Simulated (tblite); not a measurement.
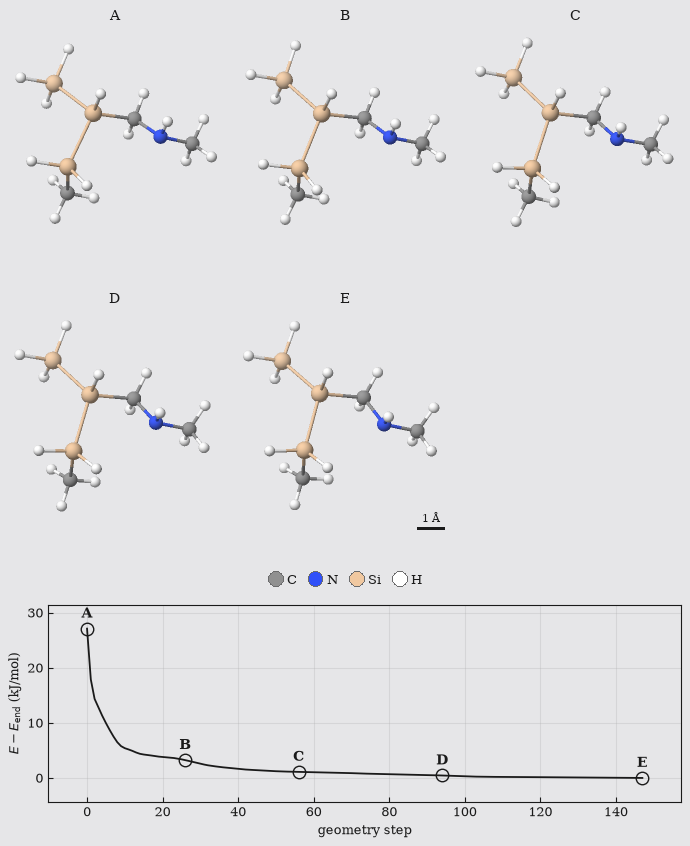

Frames of a relaxation of C₃H₁₅NSi₃, marked on the history of the run. A ball-and-stick model, seen face on.

Computed with tblite, GFN2-xTB geometry optimisation, gas phase. 

**What happens along the run?**

An H atom moves most after the best rigid fit: 0.59 Å. By element the largest moves are H 0.59 Å, N 0.33 Å, Si 0.28 Å, C 0.26 Å. Near-neighbour distances that change, for instance: C–Si 1.843 → 1.900 Å, C–Si 1.870 → 1.918 Å, Si–Si 2.284 → 2.323 Å, H–Si 1.493 → 1.470 Å. Bond angles that change, for instance: Si–Si–Si 105.4° → 119.7°, Si–Si–H 109.7° → 115.7°, C–Si–H 110.1° → 104.1°. The energy falls by 27.1 kJ/mol in 147 geometry steps. The run took 2.4 s on 1 thread of Arm Neoverse N1 (shared host). From step 0 to 26: an H atom moves most (0.19 Å), energy −23.9 kJ/mol. From step 26 to 56: an H atom moves most (0.31 Å), energy −2.14 kJ/mol. From step 56 to 94: an H atom moves most (0.29 Å), energy −0.65 kJ/mol. From step 94 to 147: an H atom moves most (0.19 Å), energy −0.44 kJ/mol.

```tsv
step	E − E(0), kJ/mol
0	0.00
1	-9.23
2	-12.76
3	-14.27
4	-15.79
5	-17.14
6	-18.41
7	-19.58
8	-20.61
9	-21.33
10	-21.71
17	-23.03
24	-23.60
32	-24.81
39	-25.37
46	-25.73
53	-25.96
60	-26.07
68	-26.20
75	-26.35
82	-26.49
89	-26.58
97	-26.74
104	-26.88
111	-26.93
118	-26.96
125	-27.00
133	-27.04
140	-27.09
147	-27.11
```
